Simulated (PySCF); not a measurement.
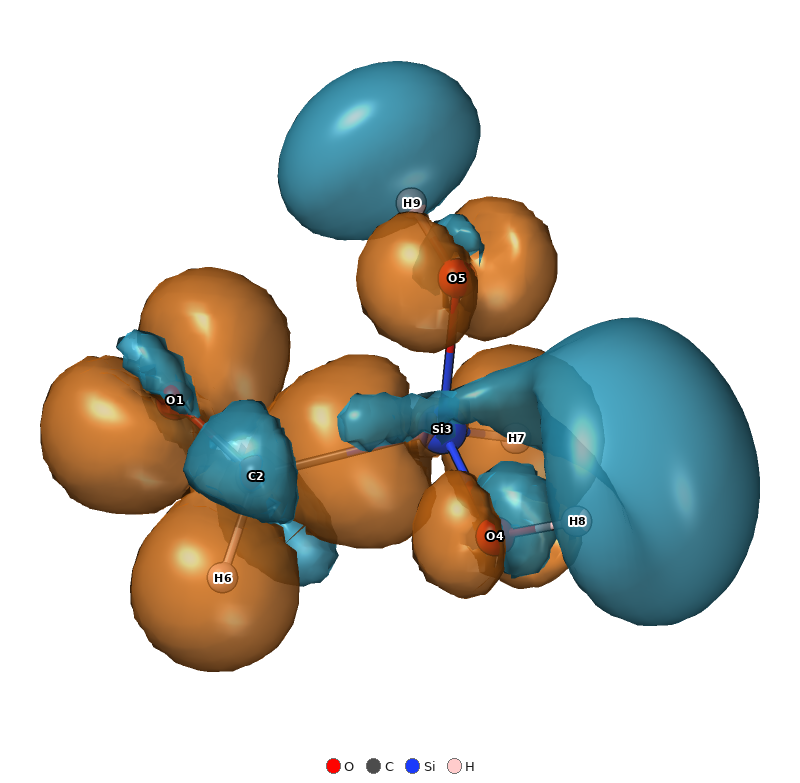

Figure. CH₄O₃Si, SMILES `O=C[SiH](O)O`. Unrelaxed difference density of S₃ less the ground state (TDA singlet states), ±0.008 e/Å³; light blue: gain, orange: loss.

Method: PBE0/def2-SVPD; geometry: GFN2-xTB; program: PySCF. No frequency check shows the geometry to be a minimum.

Geometry (Å), atoms numbered from 1:

```
O1      -2.2699    0.1032    0.0715
C2      -1.2929   -0.6053    0.1085
Si3      0.4560    0.0113   -0.3695
O4       1.4471   -1.0850    0.2807
O5       0.7791    1.4527    0.3070
H6      -1.4070   -1.6618    0.4267
H7       0.5898    0.0912   -1.8208
H8       2.3742   -0.9013    0.4097
H9       0.1656    2.1785    0.2326
```

Q: How does the charge move on excitation?

A: 0.78 e is displaced in all, largely into diffuse regions outside the molecule. The state: 6.27 eV (198 nm), f = 0.001 (very weak), diffuse (Rydberg-like) orbital; the leading pair carries 81 %; hole on O1 (37 %), C2 (17 %) and Si3 (14 %), electron on H8 (20 %), Si3 (19 %) and H9 (13 %) (atom shares of so diffuse an orbital are rough) (shares are of the whole state, not of the leading pair alone); their centroids lie 1.9 Å apart.
